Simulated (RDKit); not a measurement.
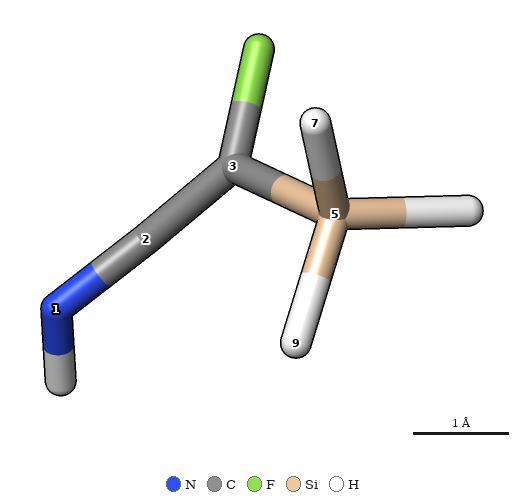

Figure 1. The input geometry (stick view, seen at a tilt; atoms are numbered from 1 in the order of the input). Bond lengths as drawn: C–C 1.30 Å, C–F 1.37 Å, C–N 1.21 Å, C–Si 1.89 Å, H–N 1.01 Å and H–Si 1.46 Å.

# Geometry relaxation of C$_{2}$H$_{4}$FNSi

- system: C$_{2}$H$_{4}$FNSi, SMILES N=C=C(F)[SiH3]
- method: MMFF94 (RDKit 2026.09.1)

The geometry comes from this level: GFN2-xTB.

**Input (job.py)**
```python
import json
import numpy as np
from rdkit import Chem
from rdkit.Chem import AllChem
from rdkit.Chem import rdDetermineBonds

m = Chem.MolFromXYZFile("mol.xyz")
rdDetermineBonds.DetermineBonds(m, charge=0)
print("perceived SMILES:", Chem.MolToSmiles(Chem.RemoveHs(m)))
symbols = [a.GetSymbol() for a in m.GetAtoms()]
start = m.GetConformer().GetPositions().copy()

props = AllChem.MMFFGetMoleculeProperties(m, mmffVariant="MMFF94")
ff = AllChem.MMFFGetMoleculeForceField(m, props)
e0 = ff.CalcEnergy()
print(f"start   E = {e0:.5f} kcal/mol")
path, flag, n = [], 1, 0
while flag and n < 2000:
    flag = ff.Minimize(maxIts=20, forceTol=0.0001)
    n += 20
    path.append((n, ff.CalcEnergy(), m.GetConformer().GetPositions().tolist()))
    print(f"{n:5d}   E = {path[-1][1]:.5f} kcal/mol")
print("converged" if flag == 0 else "iteration limit reached")
final = m.GetConformer().GetPositions()
for a, p in zip(symbols, final):
    print(f"{a:<2} {p[0]:11.5f} {p[1]:11.5f} {p[2]:11.5f}")
print(f"energy gained {e0 - path[-1][1]:.4f} kcal/mol")
json.dump(dict(symbols=symbols, start=start.tolist(), start_energy=e0, energy=path[-1][1], final=final.tolist(), path=path, success=flag == 0), open("results.json", "w"))
```

**File mol.xyz**
```
9

N      0.921380     2.234810    -0.081230
C      0.567580     1.147330    -0.485790
C      0.312920    -0.113880    -0.677920
F      0.620590    -0.730720    -1.859170
Si    -0.539910    -1.210760     0.603510
H      0.352910     3.064570    -0.186730
H      0.355710    -2.314980     0.945410
H     -1.766870    -1.722250    -0.009930
H     -0.824310    -0.354110     1.751850
```

Launch command:
```bash
python job.py
```

**Output**
```
perceived SMILES: N=C=C(F)[SiH3]
start   E = 9.83350 kcal/mol
   20   E = 1.22799 kcal/mol
   40   E = 0.81136 kcal/mol
   60   E = 0.46971 kcal/mol
   80   E = 0.41068 kcal/mol
  100   E = 0.38122 kcal/mol
  120   E = 0.36205 kcal/mol
  140   E = 0.35717 kcal/mol
  160   E = 0.35595 kcal/mol
  180   E = 0.35563 kcal/mol
  200   E = 0.35546 kcal/mol
  220   E = 0.35542 kcal/mol
  240   E = 0.35541 kcal/mol
  260   E = 0.35541 kcal/mol
  280   E = 0.35540 kcal/mol
  300   E = 0.35540 kcal/mol
  320   E = 0.35540 kcal/mol
converged
N      1.07509     2.12474     0.09663
C      0.49996     1.15898    -0.23670
C     -0.13669     0.09465    -0.61351
F     -0.56948    -0.01051    -1.88908
Si    -0.43783    -1.23590     0.57158
H      1.17259     2.79265    -0.67823
H      0.83323    -1.80070     1.09688
H     -1.18040    -2.35310    -0.06981
H     -1.25647    -0.77079     1.72225
energy gained 9.4781 kcal/mol
```

**Trajectory as extended XYZ (Å, eV, eV/Å), 16 frames, from step=20 to step=320**
```
9
Properties=species:S:1:pos:R:3 step=20 energy=0.05325
N     1.0066    2.2003   -0.0348
C     0.6481    1.1214   -0.3239
C     0.2599   -0.0712   -0.6613
F     0.4293   -0.5022   -1.9385
Si   -0.5012   -1.1610    0.5732
H     0.3987    2.9267   -0.4322
H     0.3983   -2.2858    0.9624
H    -1.7434   -1.7890    0.0412
H    -0.8963   -0.4390    1.8138
9
Properties=species:S:1:pos:R:3 step=40 energy=0.03518
N     0.9595    2.1940    0.0952
C     0.5314    1.1576   -0.2602
C     0.0650    0.0097   -0.6533
F     0.0105   -0.2868   -1.9832
Si   -0.4471   -1.2209    0.5840
H     0.7387    2.9560   -0.5689
H     0.6439   -2.1982    0.8759
H    -1.5915   -2.0318    0.0661
H    -0.9104   -0.5796    1.8443
9
Properties=species:S:1:pos:R:3 step=60 energy=0.02037
N     0.9022    2.2008    0.1257
C     0.4753    1.1702   -0.2328
C     0.0079    0.0312   -0.6383
F    -0.1039   -0.2124   -1.9613
Si   -0.4403   -1.2353    0.5725
H     0.9076    2.8973   -0.6347
H     0.7217   -2.1111    0.8784
H    -1.5327   -2.0960    0.0462
H    -0.9379   -0.6448    1.8443
9
Properties=species:S:1:pos:R:3 step=80 energy=0.01781
N     0.8820    2.2124    0.1307
C     0.4431    1.1850   -0.2244
C    -0.0389    0.0522   -0.6298
F    -0.2122   -0.1659   -1.9522
Si   -0.4366   -1.2367    0.5721
H     1.0439    2.8478   -0.6586
H     0.7643   -2.0465    0.9087
H    -1.4564   -2.1693    0.0187
H    -0.9893   -0.6788    1.8348
9
Properties=species:S:1:pos:R:3 step=100 energy=0.01653
N     0.9739    2.1752    0.1188
C     0.4715    1.1746   -0.2300
C    -0.0826    0.0716   -0.6270
F    -0.3661   -0.0993   -1.9368
Si   -0.4376   -1.2371    0.5691
H     1.0925    2.8309   -0.6625
H     0.7998   -1.9435    1.0019
H    -1.3412   -2.2641   -0.0182
H    -1.1102   -0.7082    1.7846
9
Properties=species:S:1:pos:R:3 step=120 energy=0.01570
N     1.0209    2.1522    0.1108
C     0.4841    1.1676   -0.2326
C    -0.1100    0.0822   -0.6204
F    -0.4728   -0.0573   -1.9154
Si   -0.4380   -1.2360    0.5717
H     1.1422    2.8087   -0.6704
H     0.8240   -1.8656    1.0463
H    -1.2609   -2.3122   -0.0461
H    -1.1897   -0.7397    1.7560
9
Properties=species:S:1:pos:R:3 step=140 energy=0.01549
N     1.0575    2.1334    0.1020
C     0.4969    1.1604   -0.2354
C    -0.1212    0.0870   -0.6176
F    -0.5242   -0.0328   -1.9020
Si   -0.4374   -1.2359    0.5720
H     1.1460    2.8050   -0.6710
H     0.8290   -1.8331    1.0738
H    -1.2200   -2.3325   -0.0577
H    -1.2266   -0.7515    1.7358
9
Properties=species:S:1:pos:R:3 step=160 energy=0.01544
N     1.0560    2.1339    0.1022
C     0.4935    1.1620   -0.2349
C    -0.1291    0.0908   -0.6158
F    -0.5381   -0.0260   -1.8982
Si   -0.4379   -1.2358    0.5716
H     1.1651    2.7961   -0.6758
H     0.8309   -1.8211    1.0798
H    -1.2059   -2.3400   -0.0623
H    -1.2345   -0.7599    1.7335
9
Properties=species:S:1:pos:R:3 step=180 energy=0.01542
N     1.0686    2.1279    0.0986
C     0.4995    1.1591   -0.2366
C    -0.1304    0.0916   -0.6154
F    -0.5513   -0.0195   -1.8944
Si   -0.4378   -1.2359    0.5716
H     1.1608    2.7984   -0.6747
H     0.8310   -1.8137    1.0880
H    -1.1965   -2.3451   -0.0650
H    -1.2439   -0.7628    1.7279
9
Properties=species:S:1:pos:R:3 step=200 energy=0.01541
N     1.0703    2.1270    0.0980
C     0.4983    1.1598   -0.2365
C    -0.1349    0.0937   -0.6143
F    -0.5621   -0.0143   -1.8915
Si   -0.4379   -1.2358    0.5715
H     1.1713    2.7936   -0.6775
H     0.8326   -1.8053    1.0930
H    -1.1866   -2.3500   -0.0680
H    -1.2510   -0.7687    1.7252
9
Properties=species:S:1:pos:R:3 step=220 energy=0.01541
N     1.0730    2.1258    0.0972
C     0.4996    1.1591   -0.2366
C    -0.1351    0.0939   -0.6140
F    -0.5644   -0.0129   -1.8906
Si   -0.4378   -1.2359    0.5716
H     1.1698    2.7941   -0.6774
H     0.8326   -1.8045    1.0944
H    -1.1847   -2.3510   -0.0684
H    -1.2529   -0.7686    1.7238
9
Properties=species:S:1:pos:R:3 step=240 energy=0.01541
N     1.0732    2.1257    0.0972
C     0.4992    1.1593   -0.2365
C    -0.1361    0.0944   -0.6137
F    -0.5668   -0.0118   -1.8899
Si   -0.4378   -1.2359    0.5716
H     1.1724    2.7928   -0.6782
H     0.8331   -1.8025    1.0954
H    -1.1826   -2.3520   -0.0692
H    -1.2545   -0.7699    1.7232
9
Properties=species:S:1:pos:R:3 step=260 energy=0.01541
N     1.0747    2.1250    0.0967
C     0.4999    1.1590   -0.2366
C    -0.1363    0.0945   -0.6136
F    -0.5683   -0.0110   -1.8894
Si   -0.4378   -1.2359    0.5716
H     1.1718    2.7930   -0.6781
H     0.8331   -1.8016    1.0963
H    -1.1814   -2.3526   -0.0695
H    -1.2556   -0.7702    1.7226
9
Properties=species:S:1:pos:R:3 step=280 energy=0.01541
N     1.0747    2.1250    0.0968
C     0.4998    1.1590   -0.2367
C    -0.1365    0.0945   -0.6136
F    -0.5687   -0.0109   -1.8893
Si   -0.4378   -1.2359    0.5716
H     1.1724    2.7927   -0.6782
H     0.8332   -1.8012    1.0965
H    -1.1810   -2.3528   -0.0696
H    -1.2559   -0.7705    1.7225
9
Properties=species:S:1:pos:R:3 step=300 energy=0.01541
N     1.0752    2.1247    0.0966
C     0.5000    1.1589   -0.2367
C    -0.1366    0.0946   -0.6135
F    -0.5693   -0.0106   -1.8891
Si   -0.4378   -1.2359    0.5716
H     1.1723    2.7928   -0.6782
H     0.8332   -1.8008    1.0968
H    -1.1806   -2.3530   -0.0698
H    -1.2564   -0.7707    1.7223
9
Properties=species:S:1:pos:R:3 step=320 energy=0.01541
N     1.0751    2.1247    0.0966
C     0.5000    1.1590   -0.2367
C    -0.1367    0.0946   -0.6135
F    -0.5695   -0.0105   -1.8891
Si   -0.4378   -1.2359    0.5716
H     1.1726    2.7927   -0.6782
H     0.8332   -1.8007    1.0969
H    -1.1804   -2.3531   -0.0698
H    -1.2565   -0.7708    1.7223
```

**Summary**

- outcome: converged
- total energy: 0.000566 hartree
- hardware: 1 thread of Arm Neoverse V1, 24 GiB of memory available, shared host
- peak memory: 0.074 GiB
